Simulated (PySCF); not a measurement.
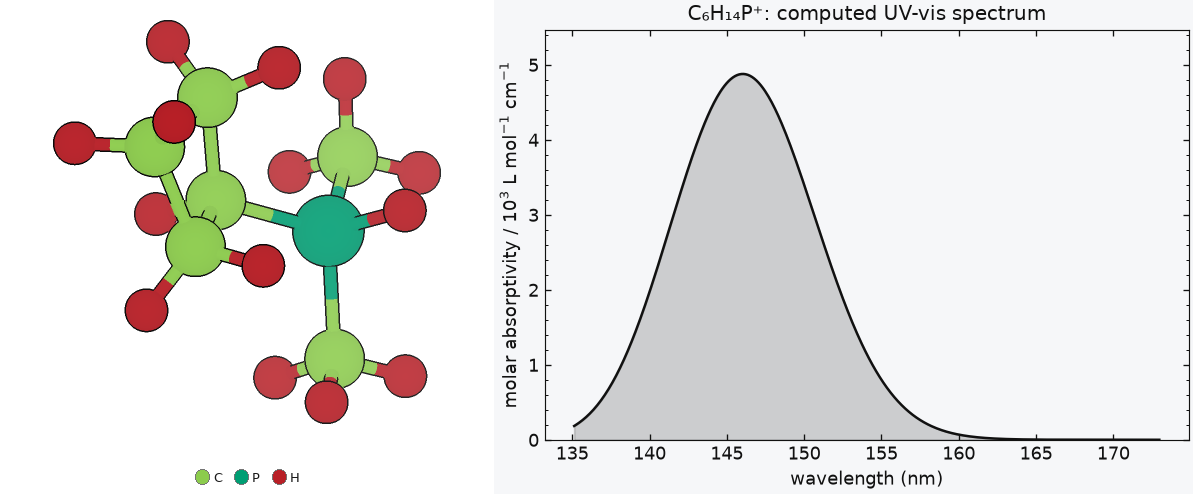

Computed absorption of C₆H₁₄P⁺, SMILES C[PH+](C)C1CCC1. Vertical TDDFT excitations, PBE0/def2-SVPD (IEF-PCM acetone) in PySCF, at a PBE0-D3(BJ)/def2-SVP geometry (no frequency check). Only the first 6 singlet excitations are included; each is broadened by a Gaussian of 1/e half-width 0.33 eV.

> Does any vertical transition fall in the visible?

No singlet lies below 3.1 eV (beyond 400 nm), so at this level no vertical transition falls in the visible.

> List the transitions behind the spectrum.

```csv
state,E (eV),λ (nm),f,main character
S1,8.37,148,0.016,HOMO → LUMO+1 (90 %)
S2,8.41,147,0.052,HOMO → LUMO (82 %)
S3,8.60,144,0.011,HOMO → LUMO+2 (75 %)
S4,8.62,144,0.003,HOMO−1 → LUMO+1 (88 %)
S5,8.65,143,0.016,HOMO−2 → LUMO+1 (77 %)
S6,8.68,143,0.014,HOMO−2 → LUMO (61 %)
```

Caveats: one conformer of a flexible molecule; core orbitals are frozen in the response.
